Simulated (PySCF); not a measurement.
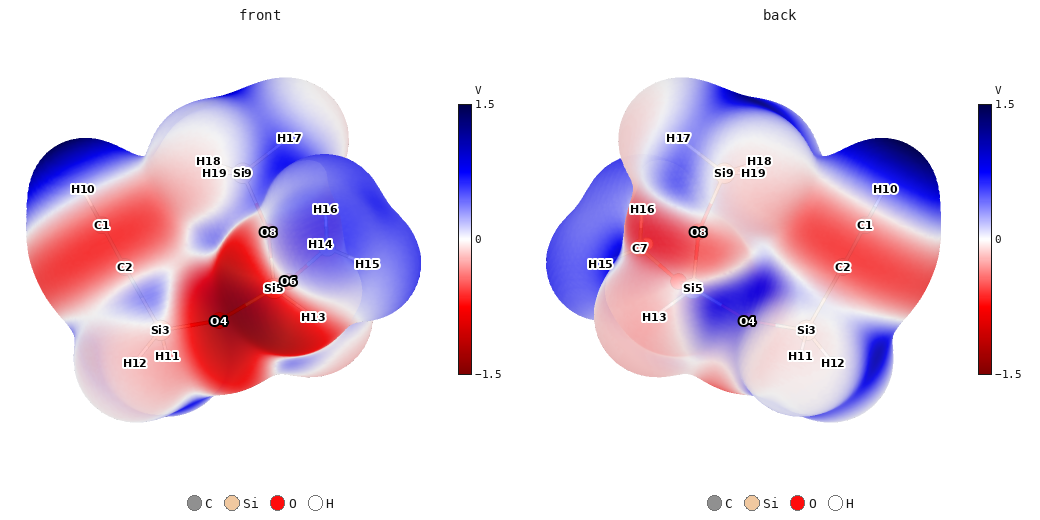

*C₃H₁₀O₃Si₃. The molecular electrostatic potential painted on the density surface at 0.001 e/bohr³, seen from the front and from behind; the colour scale runs from red (negative) to blue (positive).*

Geometry: GFN2-xTB.

Theory: PySCF 2.14.0, PBE0/pcSseg-1, SCF density, gas phase, non-relativistic.

```xyz
19

C     2.7518   -1.8649    1.0099
C     2.6492   -1.1332    0.0608
Si    2.4495   -0.0008   -1.3942
O     1.0032    0.7338   -1.3733
Si   -0.5886    0.6373   -1.1951
O    -0.9552    1.9851   -0.3864
C    -2.1732    2.2594    0.2381
O    -1.0382   -0.6830   -0.3780
Si   -1.0228   -1.6198    0.9405
H     2.8465   -2.5057    1.8398
H     2.5225   -0.7985   -2.6212
H     3.3957    1.1104   -1.3108
H    -1.2319    0.4999   -2.4883
H    -2.0224    3.1007    0.9153
H    -2.9310    2.5232   -0.5036
H    -2.5245    1.3928    0.8042
H    -2.4421   -1.7812    1.2723
H    -0.3068   -0.9719    2.0392
H    -0.3916   -2.8742    0.5385
```

**Which sites attract a positive test charge, and which a negative one?**

A positive charge is drawn to the negative regions and a negative charge to the positive ones. The most negative region (about −1.4 V) lies over O6, the most positive (about +1.4 V) over H10. O6 is the likeliest acceptor of a hydrogen bond.
